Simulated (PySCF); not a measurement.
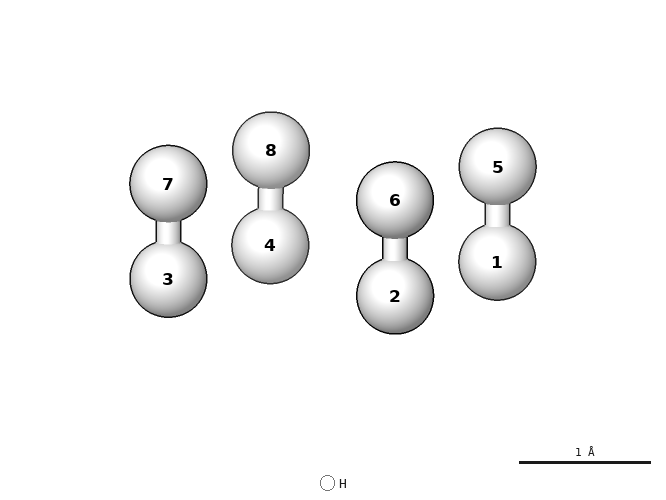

(Drawn from a calculation with PySCF.)

Numbered structure. Geometry: a fixed input geometry, not necessarily a minimum.

Give the bond lengths.

```csv
bond,length (Å),order
H1–H5,0.739,single
H2–H6,0.740,single
H3–H7,0.738,single
H4–H8,0.736,single
```
